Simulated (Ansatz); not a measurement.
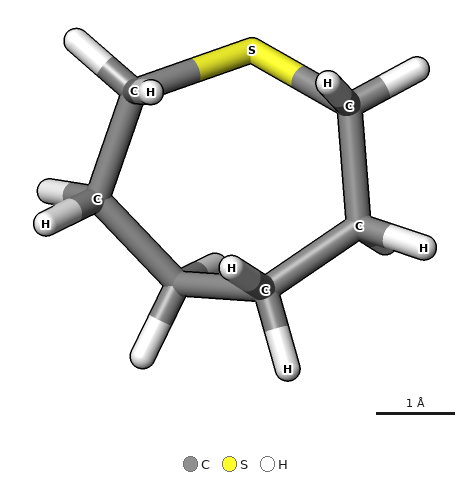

**Figure 1.** The input geometry (stick view, seen at a tilt). Bond lengths as drawn: C–C 1.49 to 1.56 Å, C–H 1.01 to 1.21 Å and C–S 1.78 to 1.82 Å.

Single-point calculation of C6H12S (charge −2)

- system: C6H12S, charge −2
- method: RKS PBE0/x2c-TZVPPall (Ansatz 0.2.0)

Some settings of this run were made unusual or wrong on purpose. The geometry comes from this level: PBE0-D4/def2-TZVP.

Input file:
```yaml
crystal:
  periodic: [false, false, false]
  atoms:
    - {symbol: C, position_ang: [0.035424, -0.111570, -1.371300]}
    - {symbol: C, position_ang: [-0.695168, -1.151357, -0.555639]}
    - {symbol: C, position_ang: [-0.046768, -1.590162, 0.757083]}
    - {symbol: C, position_ang: [0.569538, -0.521874, 1.648126]}
    - {symbol: S, position_ang: [-0.400991, 1.018098, 1.739424]}
    - {symbol: C, position_ang: [0.188938, 1.895650, 0.306206]}
    - {symbol: C, position_ang: [-0.287318, 1.311624, -1.060052]}
    - {symbol: H, position_ang: [1.169132, -0.310919, -1.250162]}
    - {symbol: H, position_ang: [-0.189998, -0.300704, -2.394198]}
    - {symbol: H, position_ang: [-0.892308, -1.981406, -1.165663]}
    - {symbol: H, position_ang: [-1.740783, -0.693460, -0.243219]}
    - {symbol: H, position_ang: [0.771326, -2.269903, 0.513005]}
    - {symbol: H, position_ang: [-0.735994, -2.152021, 1.340104]}
    - {symbol: H, position_ang: [1.595884, -0.260140, 1.227783]}
    - {symbol: H, position_ang: [0.702574, -0.913808, 2.565084]}
    - {symbol: H, position_ang: [-0.123964, 2.864871, 0.438541]}
    - {symbol: H, position_ang: [1.400860, 1.854746, 0.338627]}
    - {symbol: H, position_ang: [-1.369764, 1.453830, -1.090570]}
    - {symbol: H, position_ang: [0.133604, 1.984910, -1.841367]}
basis:
  gaussian: {orbitals: x2c-TZVPPall}
total_charge: -2
hamiltonian: {xc: {name: PBE0}}
output: {forces: true}
```

Hardware: 2 CPU threads, shared host.

Run as:
```bash
ansatz run in.yaml --threads 2 --pin off --events-out ev --progress --plain --max-ram 32768MiB --backend cuda --devices 0, --max-vram 18GiB
```

Output:
```
Functional definition: PBE0
  name "PBE0"
  cite "Adamo & Barone, J. Chem. Phys. 110, 6158 (1999) doi:10.1063/1.478522"
  cite "Perdew, Burke & Ernzerhof, Phys. Rev. Lett. 77, 3865 (1996) doi:10.1103/PhysRevLett.77.3865"
  parent pbe
  parameter a = 0.25
  parameter kappa = 0.804
  parameter beta = 0.06672455060314922
  exchange = (1 - a)*pbe_x(kappa = kappa, mu = beta*pi^2/3) + a*exact_x
  correlation = pbe_c(beta = beta)
2095 factors; their error is unknown
mean field evaluation 1: about -17261.9476 eV, gradient 4.6e1 eV
mean field evaluation 2: about -17251.5015 eV, gradient 7.1e1 eV
mean field evaluation 4: about -17267.0027 eV, gradient 9.0e0 eV
mean field evaluation 8: about -17267.3361 eV, gradient 4.3e-1 eV
mean field evaluation 16: about -17267.3318 eV, gradient 3.7e-2 eV
mean field evaluation 32: about -17266.0945 eV, gradient 1.3e1 eV
mean field -17267.33183516 eV, -634.5627407244 hartree, gradient 1.8e-5 eV, S^2 0.000000; 4 other end points of the search recorded, 0 dependent functions left out
the calculation of the forces begins
reference -17267.33186518 eV, -634.5627418275 hartree; 33, 33 occupied and 363, 363 virtual orbitals, 2095 factors
Total energy: -17267.33186518 eV, -634.5627418275 hartree
Relativity: scalar
Atom 0 at     0.035424    -0.111570    -1.371300 Å, force     2.075790    -0.346614     1.896112 eV/Å
Atom 1 at    -0.695168    -1.151357    -0.555639 Å, force    -1.475243     2.641933     2.828980 eV/Å
Atom 2 at    -0.046768    -1.590162     0.757083 Å, force     0.683960     1.301054    -0.964465 eV/Å
Atom 3 at     0.569538    -0.521874     1.648126 Å, force    -0.217775     1.415135    -4.703902 eV/Å
Atom 4 at    -0.400991     1.018098     1.739424 Å, force     0.142856    -0.095746     1.240054 eV/Å
Atom 5 at     0.188938     1.895650     0.306206 Å, force     2.904647    -3.833000    -1.626328 eV/Å
Atom 6 at    -0.287318     1.311624    -1.060052 Å, force     0.264407     0.966702     1.571630 eV/Å
Atom 7 at     1.169132    -0.310919    -1.250162 Å, force    -1.541222     0.335231    -0.657918 eV/Å
Atom 8 at    -0.189998    -0.300704    -2.394198 Å, force    -0.336336    -0.218231    -1.994290 eV/Å
Atom 9 at    -0.892308    -1.981406    -1.165663 Å, force    -0.420012    -2.056680    -1.232866 eV/Å
Atom 10 at    -1.740783    -0.693460    -0.243219 Å, force     1.677868    -0.916201    -0.814292 eV/Å
Atom 11 at     0.771326    -2.269903     0.513005 Å, force     0.522850    -0.653296    -0.094080 eV/Å
Atom 12 at    -0.735994    -2.152021     1.340104 Å, force    -0.953097    -0.893935     0.676019 eV/Å
Atom 13 at     1.595884    -0.260140     1.227783 Å, force    -0.825928    -0.021354     0.554821 eV/Å
Atom 14 at     0.702574    -0.913808     2.565084 Å, force     0.494082    -1.303490     3.928103 eV/Å
Atom 15 at    -0.123964     2.864871     0.438541 Å, force    -0.821898     2.990188     0.183046 eV/Å
Atom 16 at     1.400860     1.854746     0.338627 Å, force    -2.292311     0.382018    -0.112859 eV/Å
Atom 17 at    -1.369764     1.453830    -1.090570 Å, force    -0.104873     0.103319    -0.315546 eV/Å
Atom 18 at     0.133604     1.984910    -1.841367 Å, force     0.222233     0.202967    -0.362217 eV/Å
Dipole moment:    -0.611886     0.523816     0.940103 e Å
```

Outcome:

| quantity | value |
| --- | --- |
| outcome | converged |
| total energy | −17267.3319 eV |
| SCF solution under orbital rotations | stable |
| largest force (length of the vector) | 5.077 eV/Å |
| wall time | 11 s (CPU time 14 s) |
| peak memory | 1 GiB |

This input holds a deliberate fault: charge. The run converged all the same; its numbers are those of the faulty input and shouldn't be used.
